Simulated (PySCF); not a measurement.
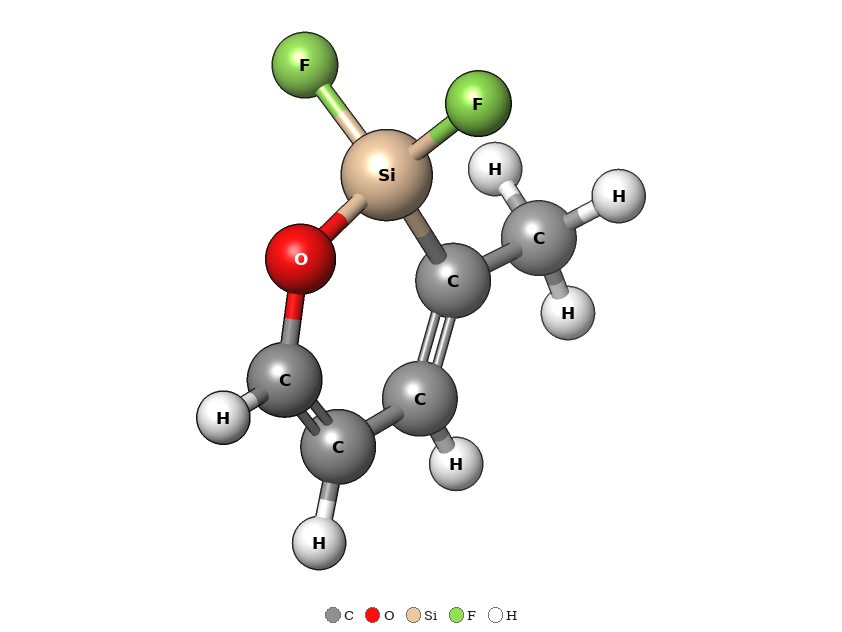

The computed structure is the end point of a GFN2-xTB optimisation. No frequency run is at hand to confirm it as a minimum. Method: CAM-B3LYP/def2-SVPD, gas phase (PySCF 2.14.0). Excitations: vertical, linear response.

Estimate the LUMO energy (Kohn–Sham orbital).

Answer. −0.36 eV.

Estimate the mean static polarisability.

Answer. 81.3 bohr³.

Give the lowest vertical singlet excitation at this level.

Answer. 4.91 eV.

Give the HOMO energy (Kohn–Sham orbital) at this level.

Answer. −8.08 eV.

The geometry is semi-empirical. Around Si such bond lengths and angles can be off by a tenth of an ångström or more and by several degrees, and values that hang on the shape move with them.
